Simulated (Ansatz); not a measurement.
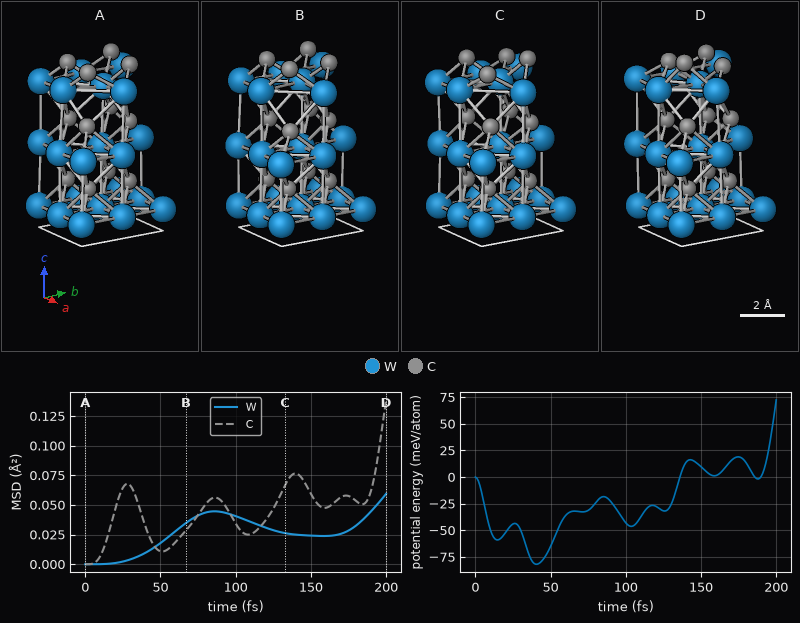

Molecular dynamics of a slab of WC(001) (24 atoms in the cell), 200 fs long. It starts from the last geometry of an earlier run. Frames (A at 0 fs, B at 67 fs, C at 133 fs, D at 200 fs) and the history of the run. A ball-and-stick model of the simulation cell, with the vacuum cut short, seen slightly off an axis. Bonds to atoms that aren't drawn are left out.

All numbers below come from DFT PBE, scalar-relativistic, plane waves, PAW in Ansatz. Set-up: plane-wave cutoff 420 eV; k-point mesh 3 × 3 × 1; Fermi-Dirac smearing 0.05 eV; low-accuracy preset; 8 atoms held fixed; Nosé-Hoover thermostat (NVT); set temperature 1800 K; time step 1 fs; atoms at rest at the start; thermostat time 100.0 fs.

**What happens in this trajectory?**

In the second half of the run the atoms are, in the root-mean-square, this far from where they began (common drift taken out): C 0.24 Å, W 0.18 Å. That is small against the typical shortest distance between atoms in the first frame, about 2.1 Å: the atoms vibrate about their sites and the arrangement holds. The mean temperature in the second half is 1398 K (standard deviation 457 K). The temperature is still climbing (657 K in the second quarter, 1763 K in the last), so the run isn't equilibrated. The potential energy is still drifting at the end, so the run hasn't reached equilibrium. The potential energy in the second half lies on average 3.0 meV per atom below the first frame. The atoms start at rest, so the thermostat has only the motion that the forces set off to work on.

Limits of the set-up: the program's low-accuracy preset was used.

The run took 24 min on 4 threads of Arm Neoverse V1, on a shared host, peak memory 1.8 GiB.

PAW datasets: the set soft_1.
